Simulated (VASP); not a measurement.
Band structure of PbF₂ (fluorite). Computed with PBE GGA with D4 dispersion, VASP's PBE PAW potentials (set 64) (plane waves; VASP).

Unless said otherwise, spin-orbit coupling is left out, though it shifts the bands of the heavy elements here.

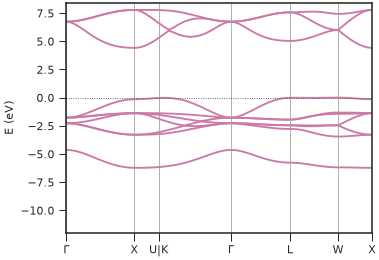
*Bands along high-symmetry lines, zero at the valence-band maximum or, without a gap, the Fermi level*

### Question
Read the plot: is there a gap, and where are the band edges?

### Answer
The gap is indirect, 4.42 eV, from the valence maximum at W to the conduction minimum at X. (Edges off the drawn lines would not show.)

The compound is PbF2 in the fluorite structure, the β form. It was relaxed first.
